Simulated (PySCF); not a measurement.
## A study: C₄H₁₁P, SMILES `CC(C)(C)P`

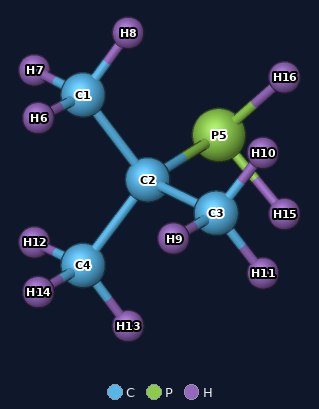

The molecule, with its atoms numbered as below. No frequency check shows the geometry to be a minimum.

Coordinates in Å:

```
C1       0.8812    1.2520    0.7012
C2       0.3587    0.0001   -0.0043
C3       0.7975   -0.0006   -1.4669
C4       0.8809   -1.2517    0.7019
P5      -1.5244    0.0001    0.1492
H6       1.9695    1.2777    0.6726
H7       0.5638    1.2639    1.7429
H8       0.5029    2.1521    0.2182
H9       1.8853   -0.0001   -1.5289
H10      0.4277    0.8830   -1.9851
H11      0.4275   -0.8842   -1.9846
H12      0.5635   -1.2630    1.7436
H13      0.5024   -2.1521    0.2195
H14      1.9692   -1.2777    0.6733
H15     -1.7283   -1.0026   -0.8004
H16     -1.7280    1.0026   -0.8010
```

## 1. Bonding charge

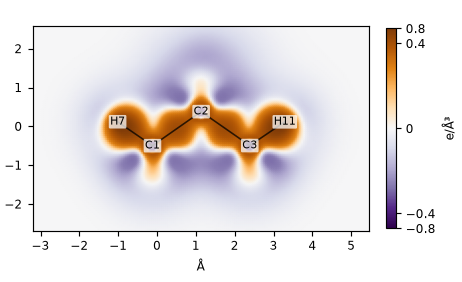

Deformation density (molecule less spherical, spin-averaged free atoms) in the plane of C1, C2, C3, H7 and H11; colour scale in e/Å³, logarithmic beyond ±0.1; orange: gain, purple: loss.

Level of theory: ωB97X/cc-pVDZ (PySCF), at a geometry from GFN2-xTB.

**Describe the bonding that the map shows.**

C1–H7: +0.67 e/Å³ at the bond critical point (bond length 1.09 Å, Mayer order 1.0). C3–H11: +0.67 e/Å³ at the bond critical point (bond length 1.09 Å, Mayer order 1.0). C2–C3: +0.45 e/Å³ at the bond critical point (bond length 1.53 Å, Mayer order 1.0). C1–C2: +0.45 e/Å³ at the bond critical point (bond length 1.53 Å, Mayer order 1.0). In all, 3.5 electrons gather in the regions of gain relative to the promolecule.

**Where do the Hirshfeld charges lie?**

The highest Hirshfeld charge is on P5 (+0.07 e), the lowest on C3 (−0.12 e).

| atom | charge (e) |
| --- | --- |
| C1 | −0.12 |
| C2 | 0.00 |
| C3 | −0.12 |
| C4 | −0.12 |
| P5 | +0.07 |
| H6 | +0.04 |
| H7 | +0.04 |
| H8 | +0.04 |
| H9 | +0.04 |
| H10 | +0.04 |
| H11 | +0.04 |
| H12 | +0.04 |
| H13 | +0.04 |
| H14 | +0.04 |
| H15 | −0.02 |
| H16 | −0.02 |

## 2. Local ionisation energy

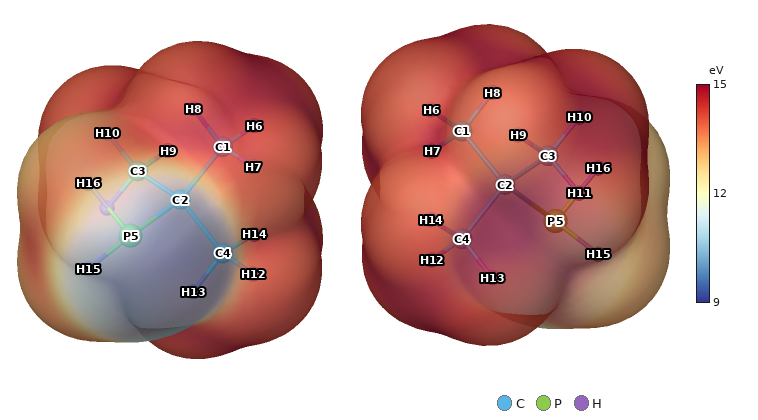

Average local ionisation energy on the surface of electron density 0.001 a.u. (back view left, front view right).

**Where are the most loosely bound electrons on this surface?**

The lowest value is 9.9 eV, 2.4 Å from P5. Further minima include 12.6 eV, near H15 (1.67 Å) and H16 (1.84 Å), over P5 (2.4 Å); 13.7 eV, 1.4 Å from H9. For comparison, the highest occupied orbital lies at −9.4 eV.

**What volume does the surface enclose, and what is the dipole moment?**

About 145 Å³; the dipole moment is 1.3 D.

## 3. In an electric field

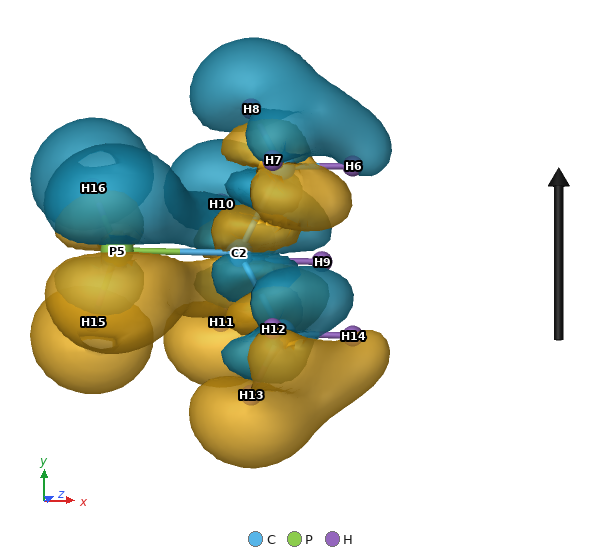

Change of the electron density in a uniform field of 0.41 V/Å along +y (arrow), surfaces at ±0.002 e/Å³ (yellow: gain, teal: loss).

Computed with PySCF, TPSSh/6-31+G*, geometry: GFN2-xTB. The basis has diffuse s and p functions alone, which still leaves polarisabilities too small, most of all across bonds.

The field was applied in both directions; the picture shows the one opposite to the script's first.

**How large is the response?**

The induced dipole is 1.40 D (along the field); α along this axis, from the fields in both directions, is 69 bohr³ (10.2 Å³).

## 4. Removing or adding an electron

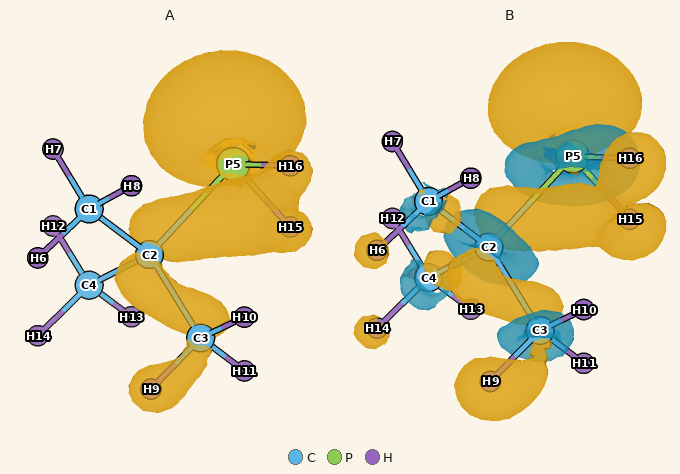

The Fukui function f⁻ from two separate SCF calculations and the density of the HOMO, at ±0.03 e/Å³ (yellow positive, teal negative).

Level of theory: r2SCAN/6-31+G* (PySCF), at a geometry from GFN2-xTB.

**Which panel is which, and how good is the frozen-orbital picture?**

B is f⁻ (it has negative regions), A the HOMO density. The HOMO lies on P5 (70 %), C2 (9 %) and C3 (6 %); f⁻ (Hirshfeld-condensed) is largest on P5 (0.45); the vertical ionisation energy is 9.11 eV. Relaxation shifts 30 % of the electron between atoms. The orbital energy is −6.17 eV.

## 5. Localised orbitals

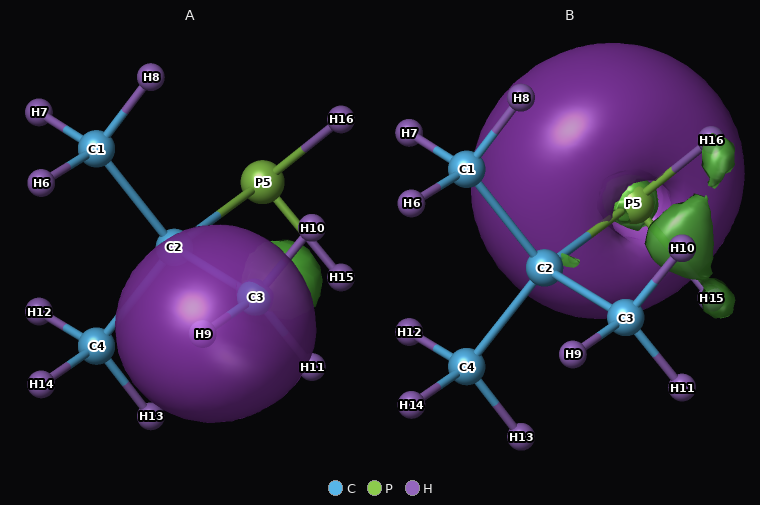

Intrinsic bond orbitals (IBO), occupied; each surface holds about 85 % of the orbital's density. Energies are diagonal elements of the Fock matrix.

Computed with PySCF, PBE0/def2-SVPD, geometry: GFN2-xTB.

**Identify each orbital.**

By panel:
- A: σ bond C3–H9 (C3 57 %, H9 43 %; −13.2 eV)
- B: lone pair on P5 (sp1-type) (P5 99 %; −9.3 eV)

**How do all the valence pairs divide up?**

16 pairs: 15 σ bonds and 1 lone pair.

## 6. Stretching a bond

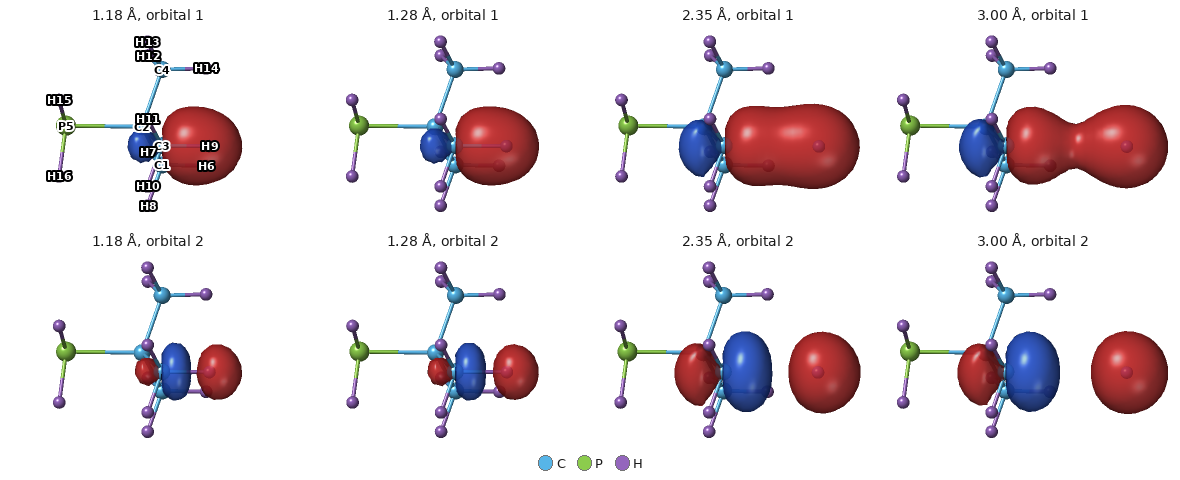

Rigid stretch of the C3–H9 bond. The two CASSCF(2,2) natural orbitals nearest half filling (orbital 1 the more occupied).

PySCF calculation, 6-31G* basis, gas phase; geometry: GFN2-xTB.

**How do the occupations change along the stretch?**

1.18 Å: 1.98 and 0.02; 1.28 Å: 1.97 and 0.03; 2.35 Å: 1.64 and 0.36; 3.00 Å: 1.31 and 0.69. At the longest distance computed (3.00 Å) they are 1.31 and 0.69, and the effective number of unpaired electrons is 1.6.

**Where does the UHF solution part from RHF?**

Between 1.66 Å (⟨S²⟩ = 0, the two coincide) and 1.93 Å (⟨S²⟩ = 0.55); at 3.00 Å ⟨S²⟩ is 0.99 and UHF lies 3.3 eV below RHF.

**How much energy does the stretch cost?**

By CASSCF, 4.2 eV from the lowest point of the scan (1.07 Å) to 3.00 Å; RHF gives 7.1 eV from its own lowest point. The fragments aren't relaxed and dynamic correlation is missing, so this isn't a bond dissociation energy.

The PySCF runs shown took 7.9 s, 26 s, 6.9 min, 9.8 s and 99 s on 1 thread of AMD EPYC 9R45 96-Core Processor (Zen 5), on a shared host.
